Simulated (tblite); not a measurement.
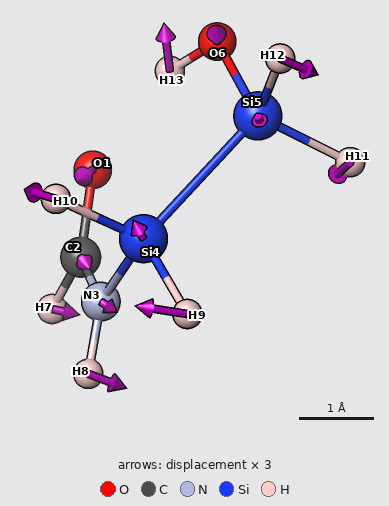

This is a relaxation of CH7NO2Si2. The starting structure is drawn; purple arrows show the displacements, magnified 3 times. The two geometries are superimposed by the best rigid fit.

The picture is a ball-and-stick view, seen from a free direction.

All numbers below come from tblite 0.8.0, GFN2-xTB geometry optimisation, gas phase. 

Q: Describe the change and its energy.

A: The largest moves after the best rigid fit, 0.25 Å, are those of H9 and H13. By element the largest moves are H 0.25 Å, O 0.20 Å, Si 0.11 Å, C 0.11 Å, N 0.10 Å. Near-neighbour distances that change, for instance: N3–Si4 1.730 → 1.784 Å, Si5–O6 1.665 → 1.616 Å, C2–N3 1.374 → 1.332 Å, Si4–H10 1.495 → 1.471 Å. Among the angles between lasting bonds that change: N3–Si4–H9 106.0° → 98.4°, Si5–Si4–H10 111.4° → 118.6°, Si5–Si4–H9 110.1° → 116.6°. Over 67 geometry steps the energy falls by 5.70 kcal/mol.
